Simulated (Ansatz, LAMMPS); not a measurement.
# Site preference of a vacancy of Ga in 69In2O3-31Ga2O3 (mol %) with crystalline order left by the classical run (80 atoms), part 2 of 4

At which site of 69In2O3-31Ga2O3 (mol %) with crystalline order left by the classical run (80 atoms) does a vacancy of Ga cost least, and what about the site decides it?

Ansatz 0.2.0; Kohn-Sham DFT, PBEsol, PAW (set soft_2), plane waves.

The cell: 22 In, 10 Ga and 48 O. The quench rate of 20 K/ps is orders of magnitude faster than experiment. The network of bonds at the start is that of the classical potential that made the cell. The Brillouin zone is sampled at Γ only, in a cell whose shortest periodic width is 10 Å.

So far. Step 2 (Single point at the start): The r.m.s. force at the start is 0.44 eV/Å. Step 3 (Relaxation): The relaxation converged after 14 steps, 3.95 eV below its start, with a largest force component of 0.029 eV/Å.

**4. Single point at the relaxed geometry**

One more single point at the end of the walk gives the fuller output and checks the residual forces.

input.yaml reads:

```yaml
crystal:
  lattice:
    - [10.10958, 0.0, 0.0]
    - [0.0, 10.10958, 0.0]
    - [0.0, 0.0, 10.10958]
  atoms:
    - { symbol: In, position: [0.79966, 0.19214, 0.05099] }
    - { symbol: In, position: [0.5589, 0.47023, 0.55191] }
    - { symbol: In, position: [0.76721, 0.71689, 0.06249] }
    - { symbol: In, position: [0.60533, 0.38582, 0.20598] }
    - { symbol: In, position: [0.62373, 0.91054, 0.56304] }
    - { symbol: In, position: [0.27945, 0.95634, 0.39812] }
    [... 68 atom lines left out ...]
    - { symbol: O, position: [0.8985, 0.03341, 0.71381] }
    - { symbol: O, position: [0.4166, 0.55261, 0.39129] }
    - { symbol: O, position: [0.61108, 0.83295, 0.36852] }
    - { symbol: O, position: [0.16011, 0.45893, 0.53721] }
    - { symbol: O, position: [0.6146, 0.83237, 0.75672] }
    - { symbol: O, position: [0.15937, 0.53103, 0.2253] }
kpoints:
  mp_grid: { grid: [1, 1, 1] }
hamiltonian:
  xc: pbesol
scf:
  occupations: { method: gaussian, width: 0.025 }
output:
  forces: true
  stress: true
  populations: true
  dos:
    method: { smearing: { sigma: 0.08 } }
    de: 0.1
    projected: { site_lists: { Ga: [Ga], In: [In], O: [O] } }
  eigenvalues: true
  write_density: true
  write_potential: true
  volumetric_format: npy
  elf: true
```

Launch:

```sh
$ ansatz run input.yaml --threads 4 --pin off --max-ram 8192MiB --backend cpu --events-out ev --progress --plain --runs-dir out
```

Numbers of over 12 decimals in the logs are rounded to 6 here.

The log of the run:

```text
[...]
Crystal: 80 atoms, lattice volume = 1033.236 Å³
Basis set: ecut = 420 eV, 20197 PW (Γ), exchange–correlation on 144×144×144 points (8 copies of the dense FFT grid, shifted against one another)
Bands: 432, of which v1, the nominal top of the filled ones, is band 352 counted from 1 (351 counted from 0)
Symmetry: 1 space group operations
[...]
k-points: 1
[...]
SCF iter   1: F=—  HF=-185916.997902 eV  |F-HF|=—  |Δ(HF+E_count)|=         —  Δρ=1.53e-2  dr2=1.92e0  ethr=1.77e-3  ⟨swp⟩=6.0  Hψ=1596  notcnv=0
[...]
SCF iter  12: F=-185916.460928 eV  HF=-185916.460928 eV  |F-HF|=8.15e-9  |Δ(HF+E_count)|=   1.54e-9  Δρ=6.19e-7  dr2=6.17e-9  ethr=1.42e-11  ⟨swp⟩=8.0  Hψ=2639  notcnv=0
SCF 1 converged in 12 iterations: F = -185916.460928 eV  dr2 = 6.17e-9
[...]
SCF converged after 12 iterations
Free energy (F): -185916.460928 eV
[...]
Internal energy: -185916.460928 eV  (E = F + TS)
E sigma→0 (E₀):  -185916.460928 eV
Fermi energy:    8.220663 eV
[...]
--- Forces (eV/Å), atoms counted from 1 ---
  atom   1  In     0.01074941    -0.01279065    -0.00137107
  atom   2  In    -0.00405260     0.00628418     0.00749421
  atom   3  In     0.00025323     0.01565158     0.01091574
  atom   4  In     0.00107639     0.00438033    -0.00905118
  atom   5  In     0.00530567    -0.00475253     0.00313840
  atom   6  In     0.00316744    -0.01134428     0.00511464
  atom   7  In    -0.00299281     0.01104178    -0.00357881
  atom   8  In    -0.00491787    -0.01259120    -0.00970340
  atom   9  In    -0.00580647    -0.00755065    -0.00049326
  atom  10  In     0.00436604     0.00863640    -0.00057494
  atom  11  In     0.00593870     0.00194417    -0.00040933
  atom  12  In    -0.00390387    -0.00086776     0.00049325
  atom  13  In    -0.00226702     0.00019719     0.00964837
  atom  14  In    -0.01024897    -0.00025462    -0.00195014
[...]
atom  79  O     -0.00160411     0.00054122    -0.00209453
  atom  80  O      0.00564252    -0.00357821     0.00403696
  max |Σ_I F_I| component: 1.03e-5 eV/Å
--- Stress (GPa, compression-positive) ---
       -2.468097       0.053756      -0.025228
        0.053756       0.342421      -0.792848
       -0.025228      -0.792848      -3.004201
  P = ⅓ Tr σ = -1.7100 GPa (-17.100 kbar)
--- Band table (eV) ---
[...]
--- Löwdin populations: 80 sites ---
  site symbol       q [e]
     0     In     11.8363
     1     In     11.8307
     2     In     11.8265
[...]
79      O      6.6099
  spilling = 0.003247 (of n_electrons = 704.000000)
```

Wall time 12 s (4 threads of Intel Xeon 6975P-C (Granite Rapids), shared host); peak memory 1.6 GiB; 45 s of CPU time.

The run gave:

- free energy: -185916.4609 eV
- free energy per atom: -2323.9558 eV/atom
- SCF cycles: 12
- pressure: -1.71 GPa
- r.m.s. force component: 0.00596 eV/Å
- longest force: 0.03064 eV/Å
- Fermi energy: 8.221 eV
- gap (highest filled to lowest empty level): 1.021 eV
- spilling of the projection: 0.003247

Löwdin charges by element and coordination (they lack the spilled electrons, 0.029 e an atom on average):

| element | coordination | atoms | mean charge (e) | spread | least | most |
| --- | --- | --- | --- | --- | --- | --- |
| Ga | all | 10 | 0.971 | 0.0201 | 0.939 | 1.00 |
| Ga | 4 | 4 | 0.988 | 0.013 | 0.969 | 1.00 |
| Ga | 5 | 5 | 0.964 | 0.0144 | 0.939 | 0.983 |
| Ga | 6 | 1 | 0.940 | 0 | 0.940 | 0.940 |
| In | all | 22 | 1.17 | 0.0161 | 1.14 | 1.19 |
| In | 5 | 7 | 1.18 | 0.0148 | 1.15 | 1.19 |
| In | 6 | 15 | 1.16 | 0.0141 | 1.14 | 1.19 |
| O | all | 48 | -0.690 | 0.0295 | -0.749 | -0.610 |
| O | 3 | 20 | -0.700 | 0.0323 | -0.749 | -0.633 |
| O | 4 | 28 | -0.682 | 0.0247 | -0.719 | -0.610 |

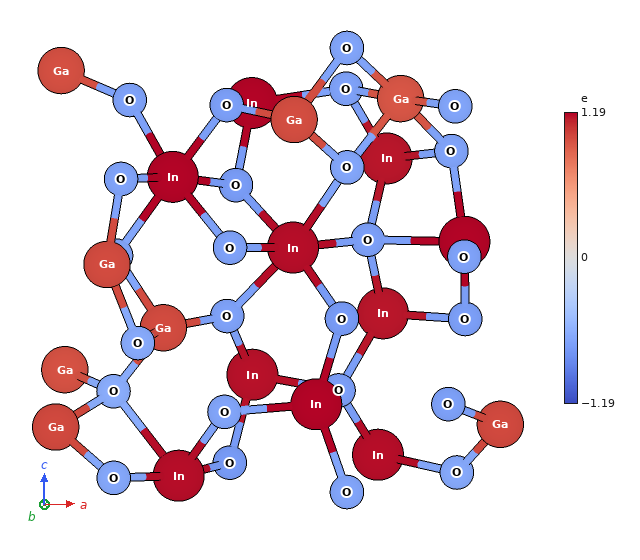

Atoms coloured by Löwdin charge. Drawn is a slice 5 Å thick, seen along the normal of the ac plane.

Density of states as counts of states in windows of 1 eV (from the Fermi level), total and the larger projections:

```csv
from (eV),to (eV),total,O p,In p,In s
-10,-7,0.0,0.0,0.0,0.0
-7,-6,16.6,9.9,0.5,1.8
-6,-5,32.0,20.0,1.2,6.4
-5,-4,34.7,24.0,3.0,2.7
-4,-3,42.1,32.5,4.6,0.8
-3,-2,57.1,48.6,4.3,0.5
-2,-1,68.1,62.7,1.8,0.2
-1,0,37.4,35.5,0.3,0.1
0,1,2.0,0.2,0.0,0.9
1,3,0.0,0.0,0.0,0.0
3,4,12.0,3.7,1.9,3.0
4,5,24.3,6.8,3.3,7.5
```

The curve was stored every 0.100 eV, coarse against its broadening of 0.08 eV, so these counts are rough.

Between -19 and -10 eV lie 416 more states.

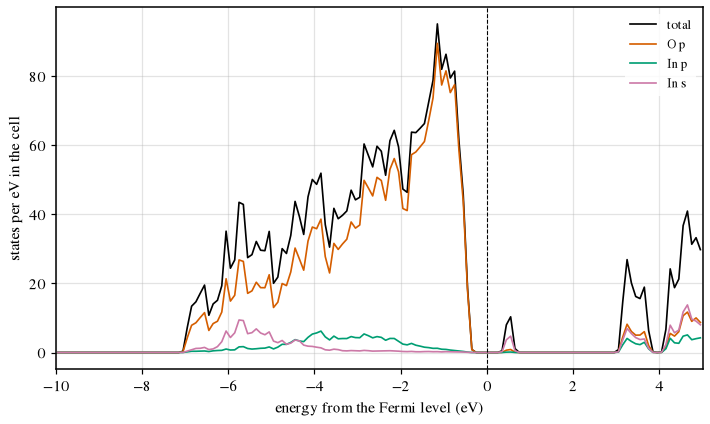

Total and projected density of states, with the broadening of the input.

The levels nearest the highest filled one (over half full), pooled over k-points and spins:

```csv
level less the highest filled one (eV),occupation
-0.167,2
-0.147,2
-0.117,2
-0.037,2
-0.0125,2
0,2
1.02,0
3.72,0
3.74,0
3.85,0
3.95,0
4.09,0
```

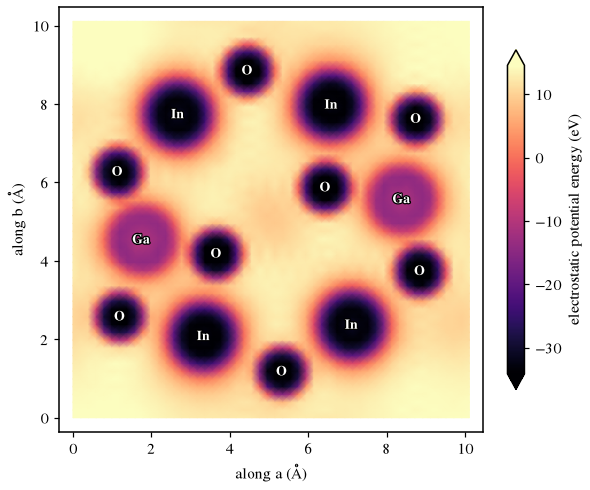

Electrostatic potential energy in the ab plane at fractional z = 0.550, with atoms of In and Ga and O within 0.2 Å of it. With pseudopotentials it is smooth inside the atoms' cores, unlike the true potential. The map starts off the cell's origin, so that atoms lie inside it.

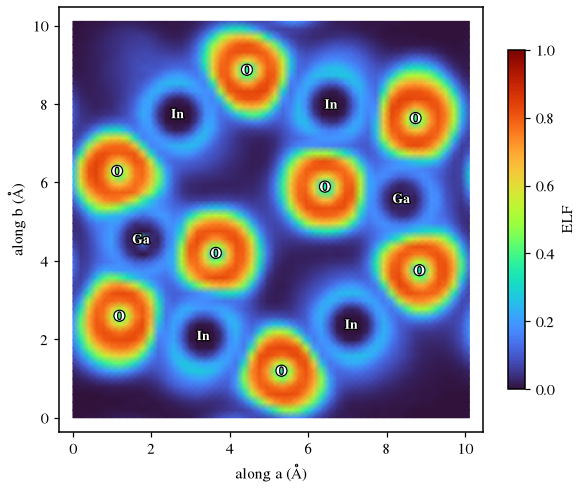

ELF in the ab plane at fractional z = 0.550, with atoms of In and Ga and O within 0.2 Å of it. It is the smooth field of the valence electrons, not physical close to the nuclei. The map starts off the cell's origin, so that atoms lie inside it.

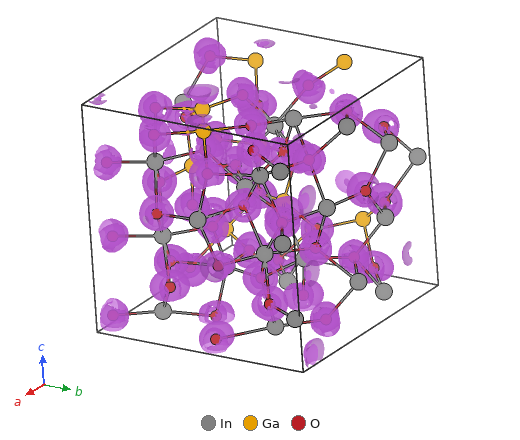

Surface of ELF = 0.8.

Between filled and empty levels lie 1.02 eV (at Γ alone); a semilocal functional tends to put such gaps too low. In a disordered cell it changes from sample to sample, and tail or defect levels can set it. Mean Löwdin charges: Ga +0.97, In +1.17, O -0.69 e (they miss 0.32 % of the electrons, so they add up to more than the cell's charge). The largest share in the top eV of filled states is O p (95 % of the projected weight), and in the lowest eV of empty states In s (46 % of the projected weight).

**5. Vacancy of Ga, site Ga30**

The site has 4 bonded neighbours (O4) at 1.92 Å on average, by cutoffs that count no bonds between two metal atoms or like ions. The change is made in the relaxed cell and the atoms are relaxed again.

input.yaml reads:

```yaml
crystal:
  lattice:
    - [10.10958, 0.0, 0.0]
    - [0.0, 10.10958, 0.0]
    - [0.0, 0.0, 10.10958]
  atoms:
    [... atom lines 1 to 26 left out ...]
    - { symbol: Ga, position: [0.12542, 0.25632, 0.53503] }
    - { symbol: Ga, position: [0.46888, 0.15428, 0.55536] }
    - { symbol: Ga, position: [0.04972, 0.64726, 0.93809] }
    - { symbol: Ga, position: [0.06126, 0.69413, 0.26029] }
    - { symbol: Ga, position: [0.31531, 0.19217, 0.22443] }
    - { symbol: O, position: [0.68797, 0.6103, 0.89655] }
    - { symbol: O, position: [0.1589, 0.28137, 0.72526] }
    [... atom lines 34 to 79 left out ...]
kpoints:
  mp_grid: { grid: [1, 1, 1] }
hamiltonian:
  xc: pbesol
scf:
  occupations: { method: gaussian, width: 0.025 }
output:
  forces: true
  eigenvalues: true
relax:
  f_tol: 0.05
  max_steps: 90
```

The log of the run:

```text
[...]
Crystal: 79 atoms, lattice volume = 1033.236 Å³
Basis set: ecut = 420 eV, 20197 PW (Γ), exchange–correlation on 144×144×144 points (8 copies of the dense FFT grid, shifted against one another)
Bands: 425, of which v1, the nominal top of the filled ones, is band 346 counted from 1 (345 counted from 0)
Symmetry: 1 space group operations
[...]
k-points: 1
[...]
SCF iter   1: F=—  HF=-182164.161198 eV  |F-HF|=—  |Δ(HF+E_count)|=         —  Δρ=2.53e-2  dr2=7.46e0  ethr=1.77e-3  ⟨swp⟩=6.0  Hψ=1564  notcnv=0  defer=3
[...]
SCF iter  24: F=-182163.057759 eV  HF=-182163.057799 eV  |F-HF|=4.02e-5  |Δ(HF+E_count)|=   3.82e-6  Δρ=5.45e-5  dr2=4.52e-5  ethr=9.04e-9  ⟨swp⟩=9.0  Hψ=1626  notcnv=0
SCF 1 converged in 24 iterations: F = -182163.057759 eV  dr2 = 4.52e-5
[...]
relax step   1: F+E_penalty+E_count = -182163.05775891 eV  Δ(F+E_penalty+E_count) = +0.000e0 eV  max|allowed force component| = 1.350e0 eV/Å  Δτ_max = 0.0000 Å  (24 SCF iters, dr2 threshold 6.25e-5 eV, accepted)
[...]
relax step   2: F+E_penalty+E_count = -182163.85555152 eV  Δ(F+E_penalty+E_count) = -7.978e-1 eV  max|allowed force component| = 8.211e-1 eV/Å  Δτ_max = 0.1968 Å  (16 SCF iters, dr2 threshold 1.00e-4 eV, accepted)
[...]
relax step   3: F+E_penalty+E_count = -182164.22063231 eV  Δ(F+E_penalty+E_count) = -3.651e-1 eV  max|allowed force component| = 4.077e-1 eV/Å  Δτ_max = 0.2000 Å  (16 SCF iters, dr2 threshold 4.21e-5 eV, accepted)
relax step   4: F+E_penalty+E_count = -182164.35997161 eV  Δ(F+E_penalty+E_count) = -1.393e-1 eV  max|allowed force component| = 2.194e-1 eV/Å  Δτ_max = 0.2000 Å  (14 SCF iters, dr2 threshold 4.10e-5 eV, accepted)
relax step   5: F+E_penalty+E_count = -182164.47759612 eV  Δ(F+E_penalty+E_count) = -1.176e-1 eV  max|allowed force component| = 1.750e-1 eV/Å  Δτ_max = 0.1907 Å  (14 SCF iters, dr2 threshold 1.19e-5 eV, accepted)
relax step   6: F+E_penalty+E_count = -182164.50357087 eV  Δ(F+E_penalty+E_count) = -2.597e-2 eV  max|allowed force component| = 7.172e-1 eV/Å  Δτ_max = 0.1954 Å  (14 SCF iters, dr2 threshold 8.87e-6 eV, accepted)
relax step   7: F+E_penalty+E_count = -182164.73697975 eV  Δ(F+E_penalty+E_count) = -2.334e-1 eV  max|allowed force component| = 2.557e-1 eV/Å  Δτ_max = 0.2000 Å  (11 SCF iters, dr2 threshold 1.00e-4 eV, accepted)
relax step   8: F+E_penalty+E_count = -182164.78288323 eV  Δ(F+E_penalty+E_count) = -4.590e-2 eV  max|allowed force component| = 3.602e-1 eV/Å  Δτ_max = 0.1921 Å  (13 SCF iters, dr2 threshold 8.31e-6 eV, accepted)
relax step   9: F+E_penalty+E_count = -182164.81885487 eV  Δ(F+E_penalty+E_count) = -3.597e-2 eV  max|allowed force component| = 1.025e-1 eV/Å  Δτ_max = 0.0779 Å  (12 SCF iters, dr2 threshold 1.65e-5 eV, accepted)
relax step  10: F+E_penalty+E_count = -182164.81932944 eV  Δ(F+E_penalty+E_count) = -4.746e-4 eV  max|allowed force component| = 1.024e-1 eV/Å  Δτ_max = 0.0688 Å  (17 SCF iters, accepted)
[...]
relax step  11: F+E_penalty+E_count = -182164.82968983 eV  Δ(F+E_penalty+E_count) = -1.036e-2 eV  max|allowed force component| = 3.129e-2 eV/Å  Δτ_max = 0.0642 Å  (17 SCF iters, accepted)
SCF converged after 17 iterations
Free energy (F): -182164.829690 eV
[...]
Internal energy: -182164.804819 eV  (E = F + TS)
E sigma→0 (E₀):  -182164.817254 eV
Entropy (-TS):   -0.024871 eV (-0.315 meV/atom)
Fermi energy:    7.385907 eV
[...]
--- Forces (eV/Å), atoms counted from 1 ---
  atom   1  In     0.00667899     0.01811388    -0.01060301
  atom   2  In     0.01319548    -0.00106479    -0.00025600
  atom   3  In    -0.00124858    -0.00548634    -0.00549606
  atom   4  In     0.00359662    -0.00617049     0.00090702
  atom   5  In     0.00693873     0.01322780     0.00499181
  atom   6  In    -0.00089853     0.01210720    -0.00559577
  atom   7  In    -0.00433433    -0.01121751    -0.01040669
  atom   8  In    -0.01285991    -0.00022911    -0.00857790
  atom   9  In     0.00845758     0.00900198     0.01603715
  atom  10  In    -0.00113685    -0.00135628    -0.00308768
  atom  11  In     0.00030250    -0.00192748     0.00393837
  atom  12  In     0.00459543     0.01373608     0.01131114
  atom  13  In    -0.01112866    -0.00544463    -0.00124413
  atom  14  In     0.00733739     0.00242777    -0.01047954
[...]
atom  78  O      0.00277345     0.00321540    -0.01585845
  atom  79  O      0.00656337    -0.00011255    -0.02186177
  max |Σ_I F_I| component: 1.25e-4 eV/Å
--- Band table (eV) ---
[...]
--- Relaxed structure (11 steps of the walk, 11 accepted, 0 SCFs on fresh bases) ---
  F+E_penalty+E_count = -182164.82968983 eV   max|allowed force component| = 3.129e-2 eV/Å
  atoms:
    - { symbol: In, position: [0.796694, 0.195730, 0.056037] }
    - { symbol: In, position: [0.553813, 0.469821, 0.544632] }
    - { symbol: In, position: [0.776962, 0.712118, 0.059019] }
    - { symbol: In, position: [0.597809, 0.393705, 0.219462] }
[...]
- { symbol: O, position: [0.138341, 0.557682, 0.186379] }
```

It took 1.8 min on 4 threads; peak memory 1.7 GiB; 6.5 min of CPU time.

The relaxation converged after 11 steps, 1.77 eV below its start, with a largest force component of 0.031 eV/Å.

The surroundings of the place of the removed atom, after relaxation: 14 atoms, nearest first, with positions taken from that point. Atoms keep their numbers of the cell before the removal, where the removed atom was number 30.

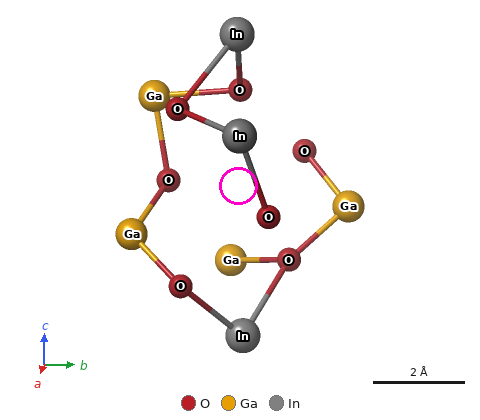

The atoms of the table, within 3.5 Å (arrows a, b, c point along x, y, z); some may hide others. A ring marks the centre wherever it is empty.

```
atom      x      y      z  distance (Å)  bonds
 O65  -1.14  -1.62  -0.16          1.98      2
 O78  -1.29  -0.07   1.89          2.29      3
 O76   2.16   0.81  -0.24          2.31      3
 O80  -1.29   1.07  -1.90          2.54      3
Ga32   0.26  -2.33  -1.11          2.60      4
 O70   1.33  -1.16  -2.03          2.69      3
 O43   1.43  -1.29   1.98          2.77      3
Ga27  -1.49  -1.98   1.66          2.98      5
Ga31  -2.06   2.32  -0.82          3.21      4
In16   0.30   0.17  -3.32          3.33      6
 In2   2.91   0.18   1.72          3.38      6
Ga23  -2.56  -0.29  -2.21          3.40      4
 O62  -3.20   1.26   0.16          3.44      3
In17   0.18  -0.07   3.45          3.45      6
```

The column of bonds counts only the pairs O-In within 2.77 Å, O-Ga within 2.43 Å; other neighbours, such as metal atoms beside each other in a compound, aren't counted, and periodic images can show an atom twice.

The largest move is 0.78 Å, by O76.

[end of part 2 of 4]

[Logs are printed without paths, hosts, clocks, repeated set-up lines and the standing remarks that a program may print on its own settings, such as how far it seeks lower states.]

[Hosts, paths, dates, database ids (printed as entryN), source tags and the programs' standing remarks are cut or masked in the printed files.]
